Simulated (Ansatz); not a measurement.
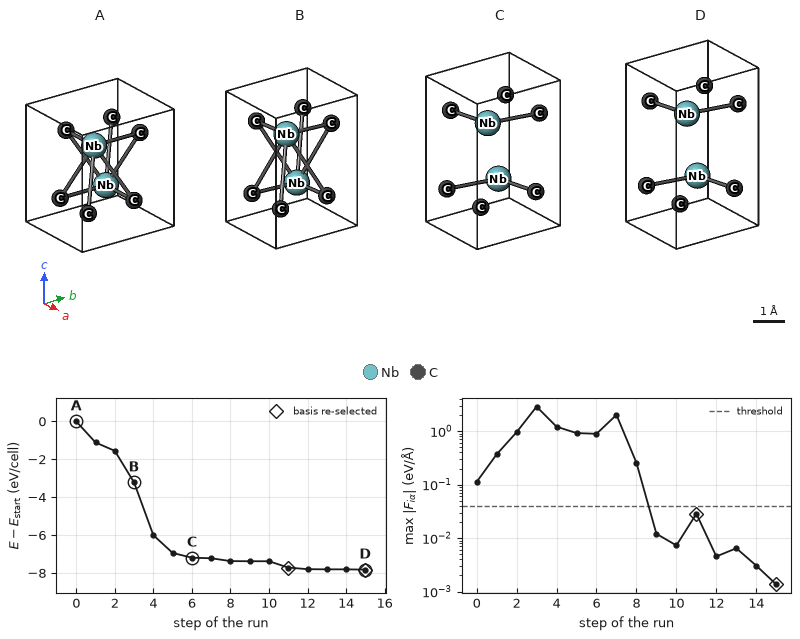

Frames of a relaxation of solid NbC3 (built on the Ni3Sn (D0_19)_194 type) (coarse preliminary run), marked on the history of the run. Style: ball-and-stick. Shown: the cell of the calculation, slightly off an axis.

Case: Ni3Sn (D0_19) type (P6_3/mmc, No. 194).

Level of theory: Ansatz 0.2.0, DFT PBE, scalar-relativistic, plane waves, PAW.

Input
```yaml
crystal:
  lattice:
    - [4.8284613056, 0.0, 0.0]
    - [-2.4142306528, 4.1815701518, 0.0]
    - [0.0, 0.0, 3.8755851922]
  atoms:
    - { symbol: Nb, position: [0.3333333333, 0.6666666667, 0.25] }
    - { symbol: Nb, position: [0.6666666667, 0.3333333333, 0.75] }
    - { symbol: C, position: [0.833, 0.666, 0.25] }
    - { symbol: C, position: [0.167, 0.833, 0.75] }
    - { symbol: C, position: [0.334, 0.167, 0.25] }
    - { symbol: C, position: [0.167, 0.334, 0.75] }
    - { symbol: C, position: [0.833, 0.167, 0.25] }
    - { symbol: C, position: [0.666, 0.833, 0.75] }
basis:
  ecutwfc: 420
kpoints:
  mp_grid: { grid: [6, 6, 4] }
hamiltonian:
  xc: pbe
scf:
  occupations: { method: gaussian, width: 0.1 }
  lower_state_search: "off"
output:
  forces: true
  stress: true
  eigenvalues: true
relax:
  adjacent_minimum: "off"
  f_tol: 0.04
  max_steps: 70
  cell: { stress_tol: 0.4 }
```

Command:
```bash
ansatz run input.yaml --threads 1 --pin off --max-ram 2560MiB --backend cpu --events-out ev --progress --plain --runs-dir out
```

> What happens along the run?

The energy falls by 7.819 eV per cell of the calculation in 13 accepted moves (15 points after the start). The largest force component goes from 0.11 to 0.0014 eV/Å. Pressure: −17.85 GPa at the start and 0.11 GPa at the end. The SCF was repeated twice at an unchanged geometry on a basis and grid sized afresh for the cell, which shifted the energy by 0.334 eV per cell of the calculation at most. The largest moves relative to the cell, 0.41 Å, are those of C3, C4, C5, C6, C7 and C8. C4 goes along [−1 1 0]. Nb stays in place. The drawn cell changes as follows: a = b 4.828 → 4.321 Å (−10.5 %), c 3.876 → 5.231 Å (+35.0 %); the volume changes by +8.1 %. Near-neighbour distances that change, for instance: C3–C5 2.419 → 1.453 Å, Nb1–C4 2.385 → 3.096 Å, Nb1–C3 2.414 → 2.199 Å. New bonds form: C3–C5 (2.42 → 1.45 Å), C3–C7 (2.42 → 1.45 Å), C4–C6 (2.42 → 1.45 Å), C4–C8 (2.42 → 1.45 Å). Among the angles between lasting bonds that change: C3–Nb1–C7 59.9° → 81.4°, Nb1–C3–Nb1 179.9° → 158.6°, C3–Nb1–C3 179.9° → 158.6°. The space group stays P6_3/mmc (No. 194). Cost: 72 s on 1 thread of Intel(R) Xeon(R) Platinum 8259CL CPU @ 2.50GHz (Skylake/Cascade Lake), with other jobs on the host, peak memory 0.42 GiB. From step 0 to 3: C atoms move most (0.18 Å), volume −12.1 %, energy −3.220 eV per cell of the calculation. From step 3 to 6: C atoms move most (0.23 Å), volume +16.5 %, energy −3.971 eV per cell of the calculation. From step 6 to 15: volume +5.6 %, energy −0.628 eV per cell of the calculation.

| step | E − E(0), meV/atom | largest force component, eV/Å | pressure, GPa | volume, Å³/atom | note |
| --- | --- | --- | --- | --- | --- |
| 0 | 0.00 | 0.1123 | -17.85 | 9.781 |  |
| 1 | -138.70 | 0.3680 | -2.73 | 9.033 |  |
| 2 | -193.86 | 0.9563 | 5.15 | 8.831 |  |
| 3 | -402.50 | 2.8755 | 14.30 | 8.594 |  |
| 4 | -750.22 | 1.2121 | 24.65 | 8.603 |  |
| 5 | -867.23 | 0.9214 | 10.38 | 9.412 |  |
| 6 | -898.84 | 0.8919 | -5.71 | 10.011 |  |
| 7 | -902.33 | 2.0179 | 7.77 | 10.011 |  |
| 8 | -921.10 | 0.2561 | -2.01 | 10.156 |  |
| 9 | -922.04 | 0.0120 | 0.48 | 10.047 |  |
| 10 | -922.03 | 0.0073 | -0.01 | 10.075 |  |
| 11 | -963.79 | 0.0285 | 3.12 | 10.075 | same geometry, new basis |
| 12 | -974.35 | 0.0045 | 1.17 | 10.379 |  |
| 13 | -975.53 | 0.0065 | 0.19 | 10.537 |  |
| 14 | -975.48 | 0.0030 | 0.05 | 10.575 |  |
| 15 | -977.34 | 0.0014 | 0.11 | 10.575 | same geometry, new basis |

Limits of the set-up: the k-point mesh is coarse for a cell with partly filled bands.
